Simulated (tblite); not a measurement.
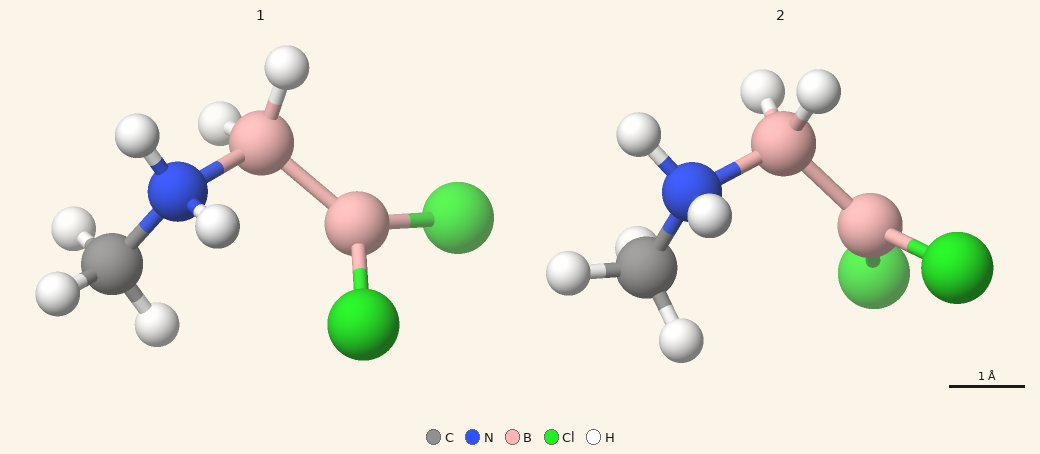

Two geometries of CH7B2Cl2N, drawn at one scale. One is the start of a relaxation, the other its converged end. Style: ball-and-stick. Shown from a free direction.

The calculation used GFN2-xTB geometry optimisation, gas phase (tblite 0.8.0). 

**Which geometry has the lower energy?**

Structure 1 is the relaxed one. The energy falls by 0.920 eV in 91 geometry steps. The atom that moves furthest after the best rigid fit is a Cl atom (1.72 Å). By element the largest moves are Cl 1.72 Å, H 0.77 Å, B 0.33 Å, C 0.27 Å, N 0.09 Å. Among the contacts that change: B–Cl 1.836 → 1.722 Å, B–N 1.528 → 1.642 Å, B–Cl 1.844 → 1.775 Å, H–N 1.064 → 1.015 Å. Among the angles between lasting bonds that change: Cl–B–Cl 122.5° → 113.2°, B–B–Cl 120.1° → 127.3°, N–C–H 104.8° → 111.7°. Groups turn about B–B by about 75°, B–N by about 30°.
